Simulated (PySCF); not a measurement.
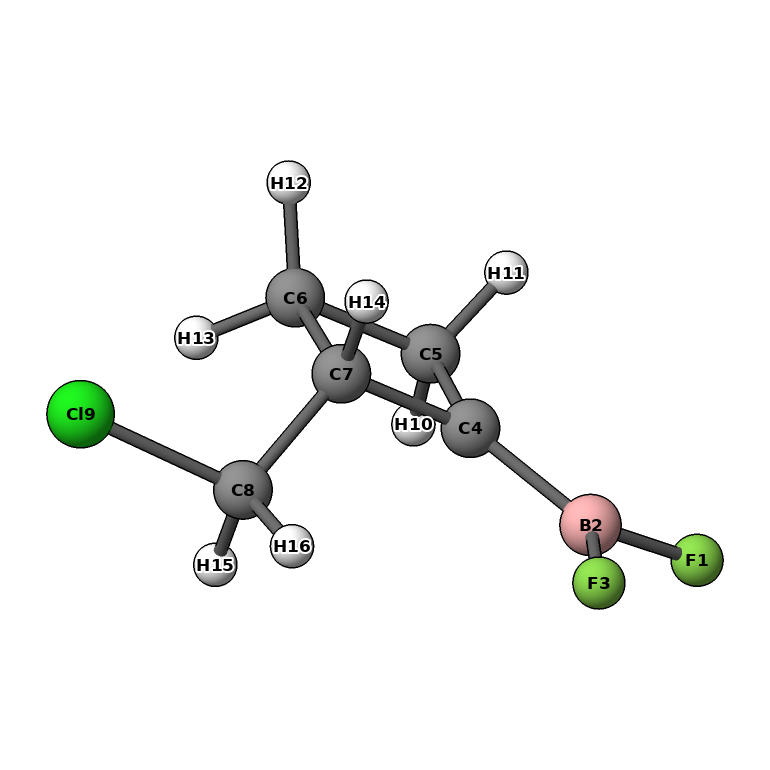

The questions are on Mulliken spin populations. Charge 0, doublet. The computed structure is the end point of a GFN2-xTB optimisation. No frequency run is at hand to confirm it as a minimum. Properties computed with UKS B3LYP, pcH-1 on B C Cl F H, non-relativistic (PySCF 2.14.0).

List the Mulliken spin populations.

| atom | value (e) |
| --- | --- |
| F1 | 0.02 |
| B2 | 0.08 |
| F3 | 0.02 |
| C4 | 0.88 |
| C5 | −0.08 |
| C6 | 0.01 |
| C7 | −0.08 |
| C8 | 0.03 |
| Cl9 | 0.01 |
| H10 | 0.04 |
| H11 | 0.04 |
| H12 | 0.00 |
| H13 | 0.00 |
| H14 | 0.04 |
| H15 | 0.00 |
| H16 | 0.00 |

Mulliken values depend strongly on the basis set. The geometry is semi-empirical. Around B such bond lengths and angles can be off by a tenth of an ångström or more and by several degrees, and values that hang on the shape move with them.
